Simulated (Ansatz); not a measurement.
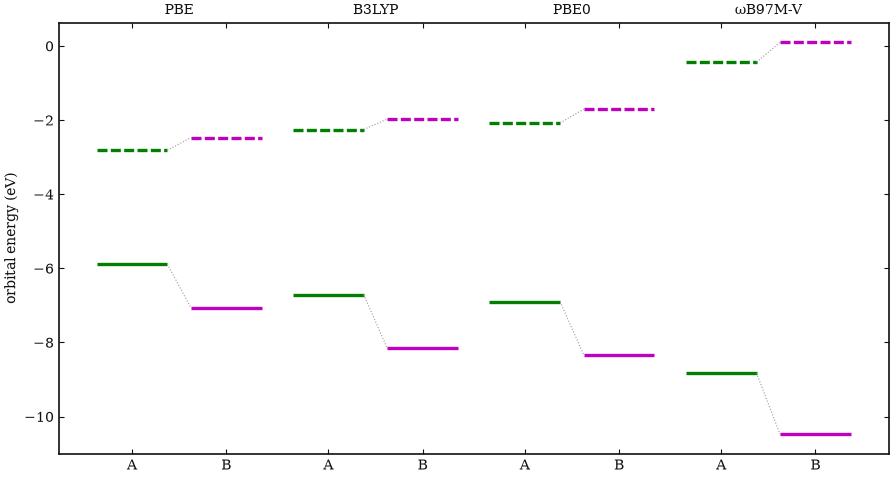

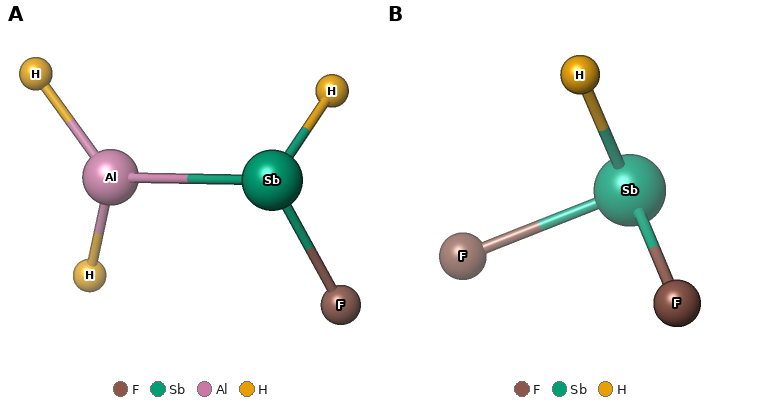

One change: A, AlSbH₃F (SMILES [F][SbH][AlH2]), becomes B, SbHF₂ (SMILES [F][SbH][F]). AlH₂ on Sb is replaced by F. HOMO (solid) and LUMO (dashed) computed in def2-TZVPP at PBE0-D4/def2-TZVP geometries, both minima by their frequencies, gas phase, the Ansatz code 0.2.0. Empty levels above zero depend strongly on the basis.

**What does the change do to HOMO and LUMO?**

PBE: the HOMO falls by 1.18 eV, the LUMO rises by 0.34 eV, and the separation goes from 3.07 to 4.59 eV. B3LYP: the HOMO falls by 1.45 eV, the LUMO rises by 0.28 eV, and the separation goes from 4.46 to 6.19 eV. PBE0: the HOMO falls by 1.42 eV, the LUMO rises by 0.37 eV, and the separation goes from 4.83 to 6.62 eV. ωB97M-V: the HOMO falls by 1.66 eV, the LUMO rises by 0.53 eV, and the separation goes from 8.39 to 10.58 eV.

**Do the functionals agree on the effect?**

They agree on the direction for both levels; the HOMO shift lies between −1.66 and −1.18 eV and the LUMO shift between 0.28 and 0.53 eV, while the separations themselves differ by up to 6.0 eV between functionals.

Caveats: core potentials past krypton; spin-orbit coupling is left out, and with Sb it can shift these values.
